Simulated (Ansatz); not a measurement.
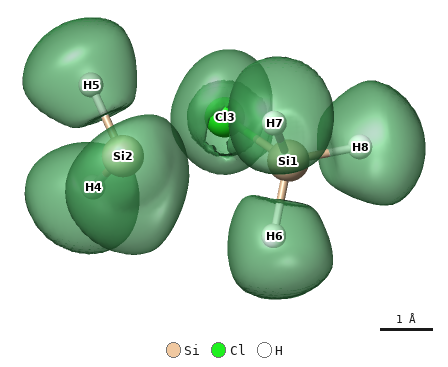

Figure 1: ClH3Si···H2Si. Isosurface of the ELF at 0.8 (green), seen at a tilt. Core shells and regions of very low density are left out.

The product side of a reaction path; geometry: PBE0-D4/def2-TZVP.

All numbers below come from RKS PBE0-D4/def2-TZVPP (Ansatz 0.2.0).

The calculation's input:

```
crystal:
  periodic: [false, false, false]
  atoms:
    - {symbol: Si, position_ang: [-0.388737, -0.353441, 1.344175]}
    - {symbol: Si, position_ang: [-0.044362, 0.829104, -1.598914]}
    - {symbol: Cl, position_ang: [1.089537, -0.781786, -0.089087]}
    - {symbol: H, position_ang: [0.016798, -0.222529, -2.692622]}
    - {symbol: H, position_ang: [1.318825, 1.414213, -1.922259]}
    - {symbol: H, position_ang: [-1.691573, -0.744041, 0.776123]}
    - {symbol: H, position_ang: [-0.280284, 1.075631, 1.688894]}
    - {symbol: H, position_ang: [-0.020304, -1.217250, 2.493789]}
basis:
  gaussian: {orbitals: def2-TZVPP}
hamiltonian: {xc: pbe0, dispersion: d4}
output: {orbitals: {seedname: orbitals}}
```

Command:

```sh
ansatz run in.yaml --threads 2 --pin off --events-out ev --progress --plain --max-ram 4352MiB
```

> Describe the localisation domains.

At this value the surface marks out five regions around hydrogen nuclei, one region on Cl in which the atom's valence shell and bonds are merged and one lobe on Si, pointing away from the bonds (lone pairs). Profiles from the grid: Si2···Cl3 (2.48 Å): the ELF peaks at about 0.85 in the valence shell of Cl, 0.8 Å from its nucleus, and is about 0.60 at the midpoint. Si–Cl (2.10 Å): the ELF peaks at about 0.90 between the atoms; a shared but strongly polarised pair.
